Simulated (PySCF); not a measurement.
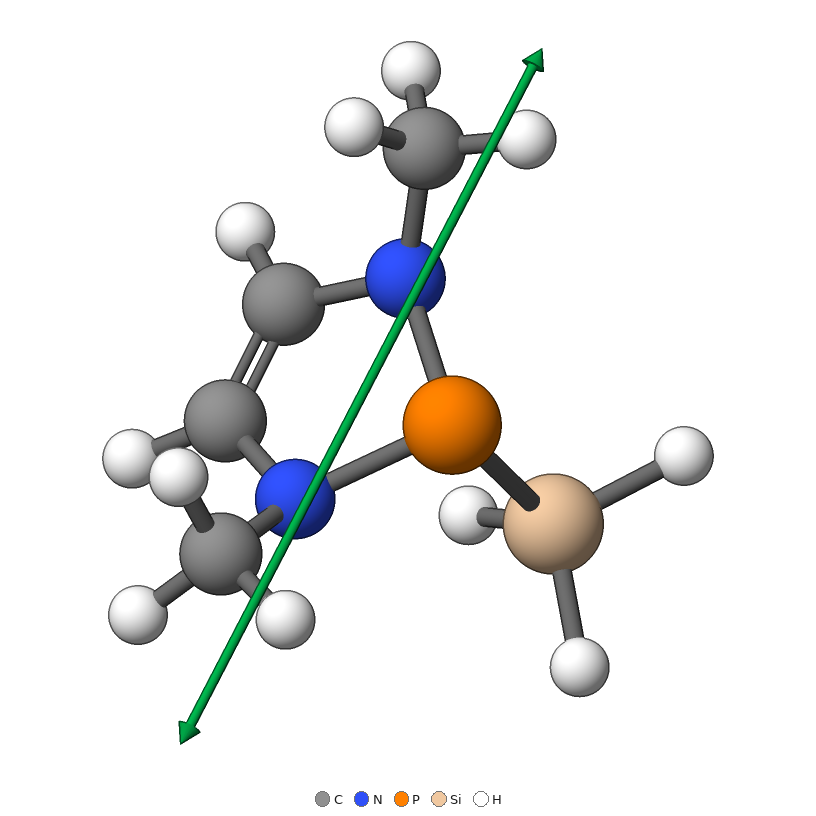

The double arrow shows the direction of the transition dipole to excited singlet state 4 (its length means nothing). Computed geometry: PBE0-D3(BJ)/def2-SVP optimisation. No frequency run is at hand to confirm it as a minimum. Level of theory: TDDFT PBE0/def2-SVPD, vertical, gas phase, core orbitals frozen in the response (PySCF 2.14.0).

**Where does the transition lie, and how strong is it?**

5.13 eV (242 nm), oscillator strength 0.053, mainly HOMO → LUMO+3 (weight 0.93); transition dipole 1.65 D.
